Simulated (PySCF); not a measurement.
**Excited-state calculation of AlBr$_{3}$**

System: AlBr$_{3}$ (aluminum bromide).
Method: TDDFT PBE0/def2-SVPD, vertical, gas phase, core orbitals frozen in the response (PySCF 2.14.0).

The geometry comes from this level: PBE0-D3(BJ)/def2-SVP.

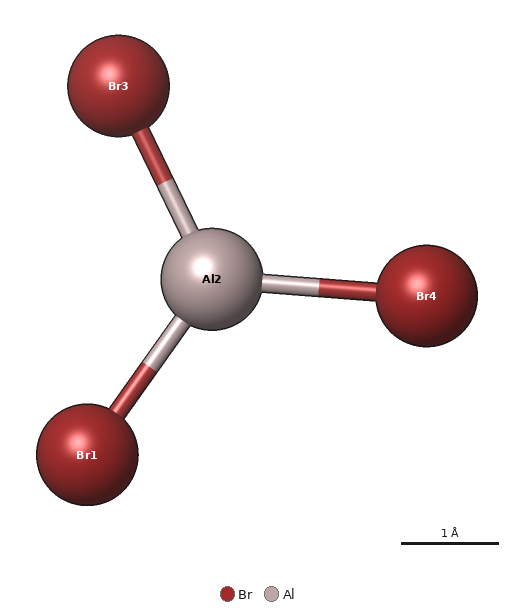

*The input geometry (ball-and-stick view, seen on its broad side; atoms are numbered from 1 in the order of the input). Sticks mark near contacts.*

Bond lengths as drawn: Al–Br 2.23 Å.

Input file:
```
{"job": {"kind": "uv", "xc": "PBE0", "basis": "def2-SVPD", "ip": true}, "charge": 0, "multiplicity": 1}
Br    -1.632986    -1.503659     0.020355
Al     0.021902    -0.011307    -0.018295
Br     2.128038    -0.742974    -0.024807
Br    -0.413185     2.177040    -0.053432
```

The first line tells a small driver script what to run in PySCF; the rest is the geometry in Å.

Launch command:
```bash
OMP_NUM_THREADS=1 python <driver script> task.json out
```

Log:
```
coarse grid: 28352 points
cycle   1  E = -7963.0694321924  dE = -2.852e+00  |g| = 2.999e-01  |ddm| = 2.742e+00
cycle   2  E = -7963.0580354746  dE =  1.140e-02  |g| = 3.341e-01  |ddm| = 1.111e+00
cycle   3  E = -7963.0962523332  dE = -3.822e-02  |g| = 7.130e-02  |ddm| = 6.176e-01
cycle   4  E = -7963.0972471955  dE = -9.949e-04  |g| = 2.074e-03  |ddm| = 6.186e-02
cycle   5  E = -7963.0972484867  dE = -1.291e-06  |g| = 5.165e-04  |ddm| = 5.153e-03
final grid: 51112 points
cycle   6  E = -7963.0971259036  dE = -5.147e-08  |g| = 4.167e-04  |ddm| = 1.233e-03
cycle   7  E = -7963.0971258978  dE =  5.808e-09  |g| = 4.061e-04  |ddm| = 8.735e-04
cycle   8  E = -7963.0971259379  dE = -4.003e-08  |g| = 6.593e-05  |ddm| = 5.412e-04
cycle   9  E = -7963.0971259389  dE = -1.068e-09  |g| = 5.029e-06  |ddm| = 9.237e-05
cycle  10  E = -7963.0971259390  dE = -4.547e-11  |g| = 1.849e-06  |ddm| = 6.770e-06
```

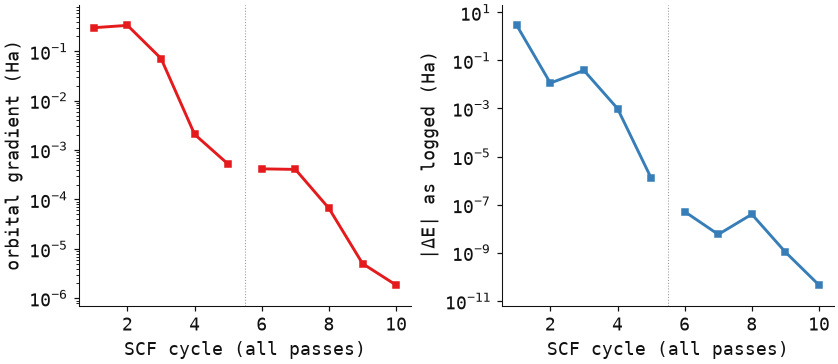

*Convergence of the self-consistent field: orbital gradient and size of the energy change against the SCF cycle. The dotted line marks the change from a coarse to the final integration grid.*

The first 5 cycles use a coarse grid, the final grid takes over at cycle 6, and the field converges after 10 cycles in all.

```
converged SCF energy = -7963.0971259390

Static polarisability (au): isotropic 87.481, principal 67.488 97.119 97.837

Singlet excitations
state   eV       nm        f      main configurations
  1   5.6679    218.7   0.00002   H->L 0.99
  2   5.7482    215.7   0.00000   H->L+1 1.00
  3   6.0647    204.4   0.00000   H-1->L 0.99
  4   6.0808    203.9   0.00000   H-2->L 0.99
  5   6.2607    198.0   0.01325   H-3->L 0.75, H-1->L+1 0.23
  6   6.2772    197.5   0.01303   H-4->L 0.74, H-2->L+1 0.24
  7   6.3240    196.1   0.00001   H-3->L+1 0.99
  8   6.3368    195.7   0.00002   H-4->L+1 0.99
  9   6.5468    189.4   0.13498   H-1->L+1 0.70, H-3->L 0.22
 10   6.5719    188.7   0.13859   H-2->L+1 0.69, H-4->L 0.23

Triplet excitations (Tamm-Dancoff, eV): 5.4096 5.6356 5.8019 5.8134
Vertical ionisation energy (delta-SCF) = 10.5443 eV
Vertical electron affinity (delta-SCF) = 0.3745 eV
```

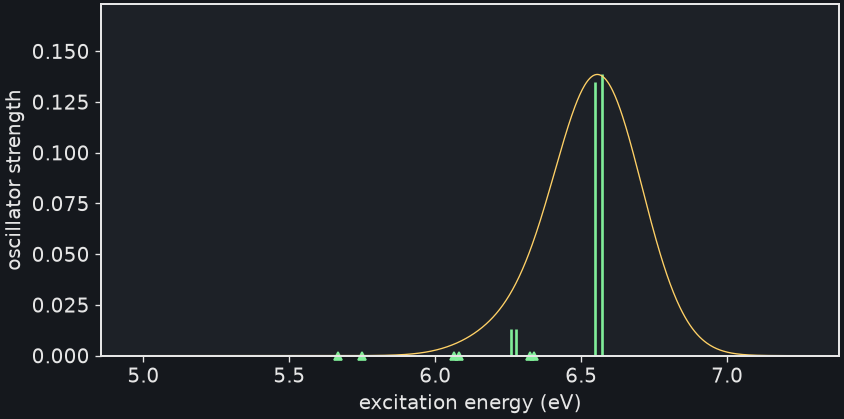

*Computed excitations as sticks (degenerate states added up, dark ones marked on the axis), with a Gaussian envelope of 0.35 eV full width at half maximum, scaled to the tallest.*

Of the 10 states the lowest lies at 5.67 eV (f = 0.000); the strongest line is at 6.57 eV, or 189 nm (f = 0.139).

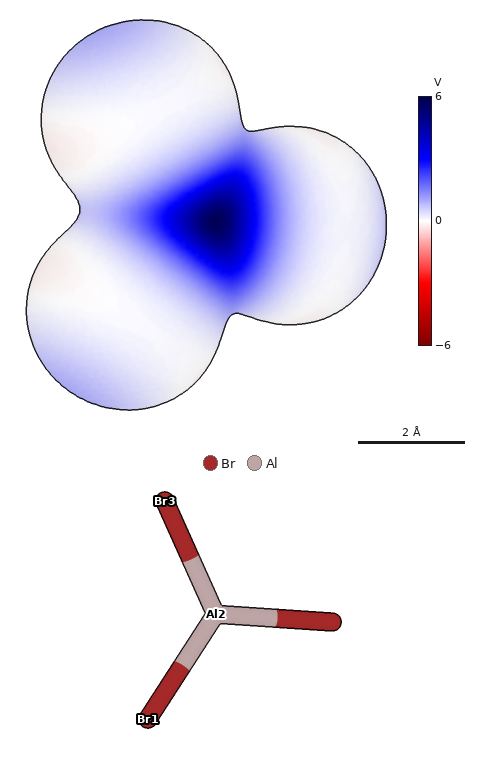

*The molecular electrostatic potential painted on the density surface at 0.004 e/bohr³, seen at a tilt; red is negative and blue positive. The bare structure is drawn below in the same view.*

Its dipole moment is 0.05 D.

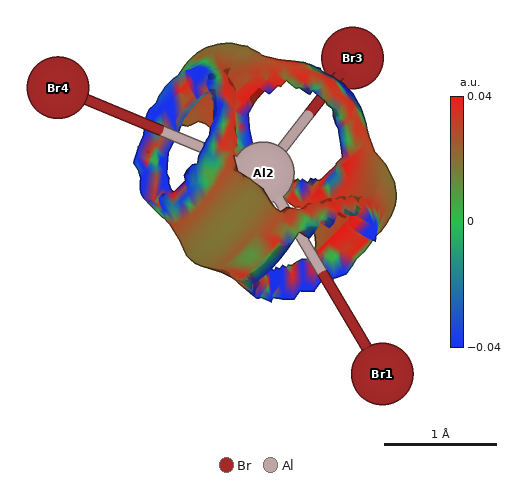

*Non-covalent interaction (NCI) plot: the surface where the reduced density gradient is 0.5, for densities under 0.05 a.u., coloured by sign(λ₂)ρ; seen at an oblique angle.*

Summary:

| quantity | value |
| --- | --- |
| outcome | converged |
| total energy | −7963.097126 hartree |
| HOMO | −8.66 eV |
| LUMO | −1.74 eV |
| dipole moment | 0.05 D |
| mean polarisability | 87.48 a.u. |
| vertical ionisation energy | 10.54 eV |
| vertical electron affinity | 0.37 eV |
| lowest singlet excitation | 5.67 eV |
| hardware | 1 CPU thread, shared host |
| wall time | 1.7 min |
| peak memory | 0.76 GiB |

Notes:

Spin–orbit coupling is left out, which matters for the heavy atoms.
